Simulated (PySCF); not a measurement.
## A study: BF₃, SMILES `FB(F)F`

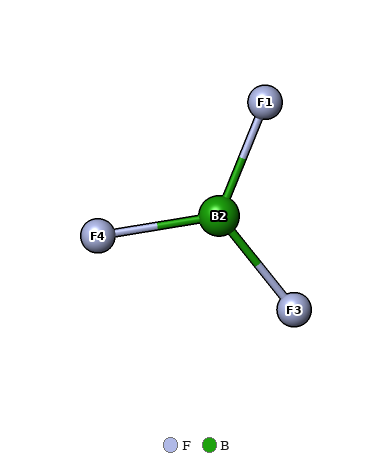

The molecule, with its atoms numbered as below. No frequency check shows the geometry to be a minimum.

Geometry (Å), atoms numbered from 1:

```
F1      -1.2997   -0.0422    0.0000
B2       0.0000    0.0000    0.0000
F3       0.6133    1.1467    0.0000
F4       0.6864   -1.1045    0.0000
```

## 1. Bonding charge

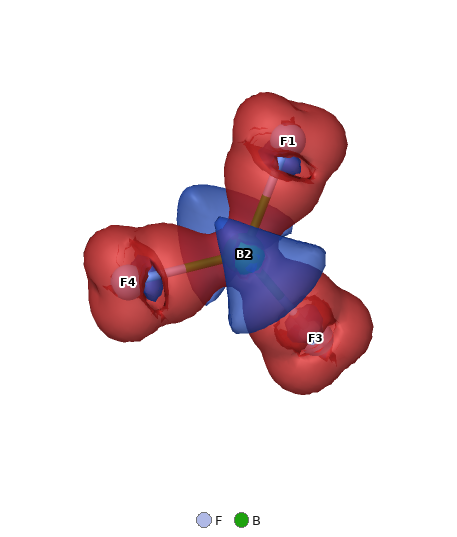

Deformation density (molecule less spherical, spin-averaged free atoms at the same positions), surfaces at ±0.1 e/Å³; red: gain, blue: loss.

PySCF calculation, ωB97X/def2-TZVP, gas phase; geometry: GFN2-xTB.

> Describe the bonding that the map shows.

B2–F4, B2–F3 and F1–B2: +0.37 e/Å³ at the bond critical point (bond length 1.30 Å, Mayer order 1.2). In all, 0.9 electrons gather in the regions of gain relative to the promolecule.

## 2. Bond critical points

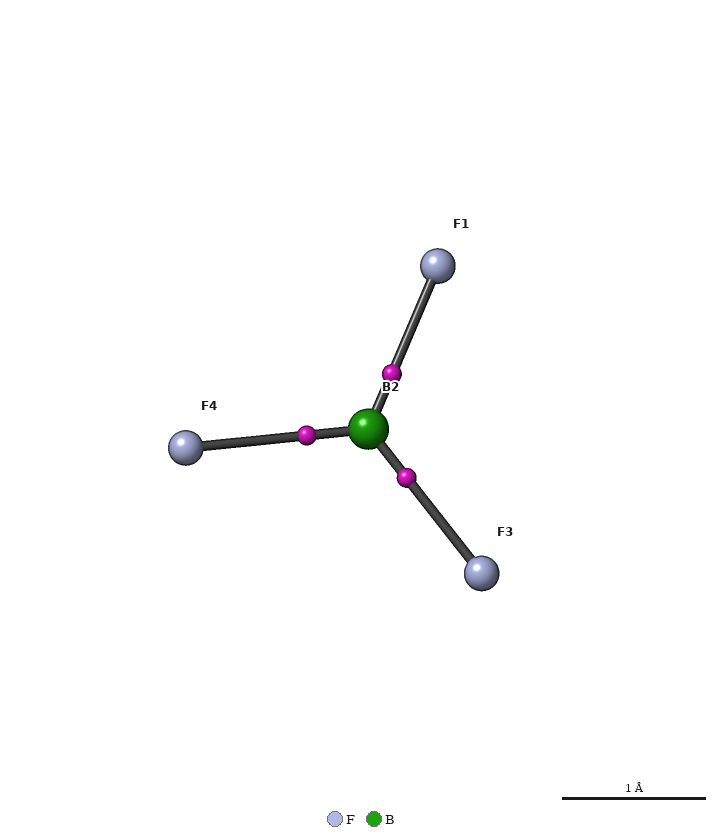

Molecular graph of the electron density (QTAIM): bond paths, bond critical points (magenta), ring points (cyan, if any); weak paths are dashed.

> How many critical points of each kind are there, and does the count close?

4 nuclei, 3 bond, 0 ring and 0 cage critical points: 4 − 3 + 0 − 0 = 1, as the Poincaré–Hopf relation requires.

> What does the calculation give at each kind of bond critical point?

| bond | length (Å) | ρ (a.u.) | ∇²ρ (a.u.) | ε | H (a.u.) |
| --- | --- | --- | --- | --- | --- |
| B2–F4 (3 alike) | 1.300 | 0.221 | +1.35 | 0.02 | −0.162 |

> What kind of interaction is B2–F4?

Polar or intermediate (positive Laplacian, negative energy density H): ρ = 0.221, ∇²ρ = +1.35, H = −0.162 a.u.

## 3. Local ionisation energy

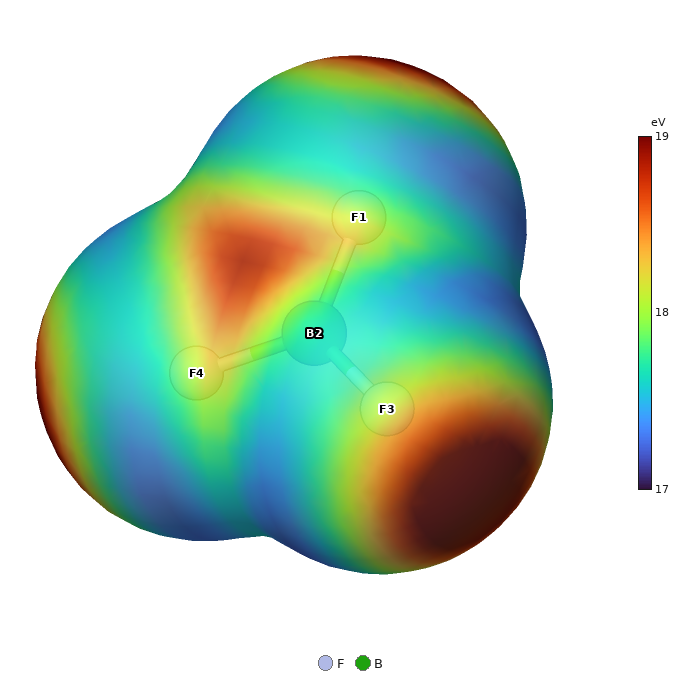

Average local ionisation energy on the surface of electron density 0.001 a.u.

> Where are the most loosely bound electrons on this surface?

The lowest value is 17.2 eV, 1.7 Å from F1, and at like points elsewhere. For comparison, the highest occupied orbital lies at −14.7 eV.

> What volume does the surface enclose, and what is the dipole moment?

About 54 Å³; the dipole moment is 0.0 D.

## 4. In an electric field

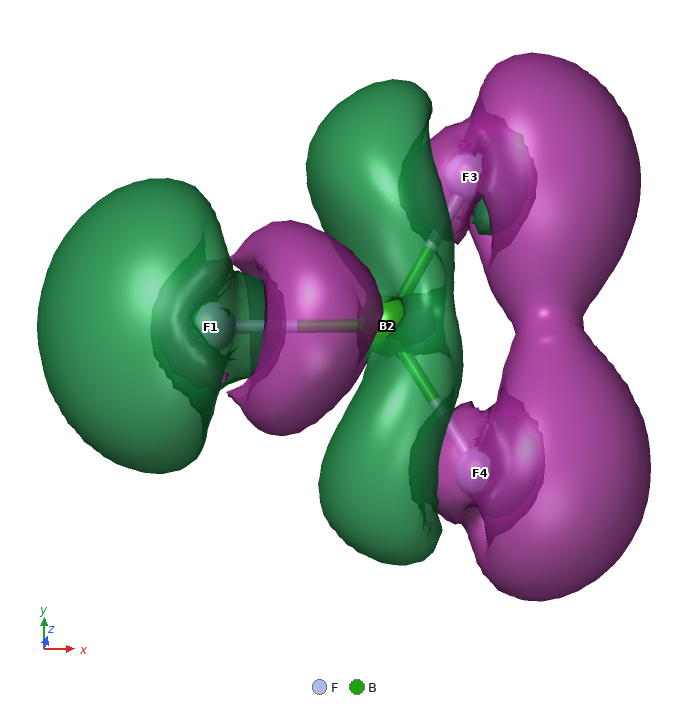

Change of the electron density in a uniform field of 0.21 V/Å, surfaces at ±0.0008 e/Å³ (green: gain, purple: loss).

Computed with PySCF, ωB97X/def2-TZVP, geometry: GFN2-xTB. A basis without diffuse functions makes polarisabilities too small.

> Along which Cartesian direction does the field point?

Along +x: electrons gather on the −x side, against the field.

> How large is the response?

The induced dipole is 0.16 D (along the field); α along this axis, from the fields in both directions, is 16 bohr³ (2.3 Å³).

> Which atoms gain and lose the most charge?

Electrons gather most on F1 (Hirshfeld charge changes by −0.007 e) and leave F3 and F4 alike most (+0.004 e); 0.019 electrons are displaced in all.

## 5. Removing or adding an electron

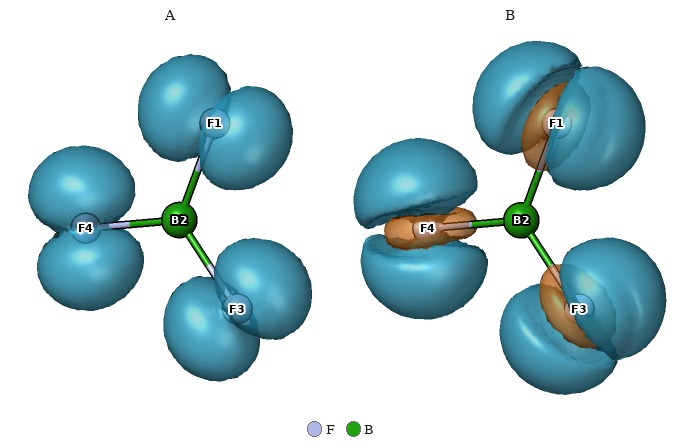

The Fukui function f⁻ from two separate SCF calculations and the density of the HOMO, at ±0.03 e/Å³ (light blue positive, orange negative).

> Which panel is which, and how good is the frozen-orbital picture?

B is f⁻ (it has negative regions), A the HOMO density. The HOMO lies on F1, F3 and F4 (32 % each) and B2 (5 %); f⁻ (Hirshfeld-condensed) is largest on F1, F3 and F4 (0.28 each) and B2 (0.17); the vertical ionisation energy is 15.52 eV. Relaxation shifts 11 % of the electron between atoms. The orbital energy is −14.74 eV.

The PySCF runs shown took 5.8 s, 14 s and 100 s on 1 thread of Arm Neoverse V2 (shared host).
